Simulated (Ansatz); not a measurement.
Electronic density of states of amorphous Al4P12O36, density 2.28 g/cm³, on a 2×2×2 Γ-centred mesh with a Gaussian width of 0.1 eV; energies count from the Fermi level, whose place inside the gap is arbitrary. Cell and mesh are small, so fine structure isn't converged. These are PBE, scalar-relativistic without spin-orbit coupling (plane waves to 420 eV, PAW; Ansatz, an electronic-structure program) values and carry that method's errors. Sampling: a 2×2×2 Γ-centred mesh; Fermi-Dirac width 0.02 eV; no spin polarisation. At PBE the levels at the filled edge of the gap are localised (band-tail or defect states), and the nearest spread-out levels lie 4.9 eV apart at the zone centre.

Preparation: random packing, a CHGNet melt and quench, and a DFT relaxation. O atoms were pushed apart under 1.9 Å during the dynamics, to hinder bonds among them. The hot cell started wider than the set density and was brought back towards it in steps. It is the lowest in DFT energy of 2 quenches. It is a model cell: composition and starting density were chosen by hand, and all elements were melted together. No dispersion term was used. Its density started from a set value of 2.46 and ended at 2.28 g/cm³. Cooling (nominally 260 K/ps over its main leg) ran many orders faster than in experiment, which tends to leave more defects and strain. Values belong to this one cell and scatter from quench to quench. Volume and shape were free in the relaxation. Stress components on the final sampling reach 1.0 GPa. Cycles of charging lowered its energy after that relaxation.

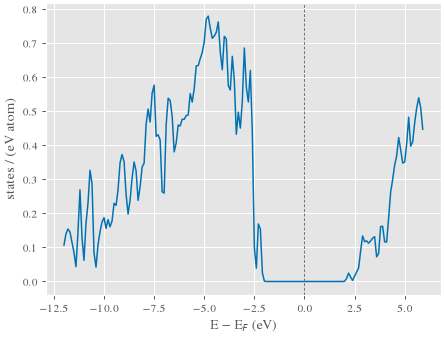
Figure. Density of states per atom

The level gap on this mesh is 4.46 eV; the broadening fills part of it in the curve.
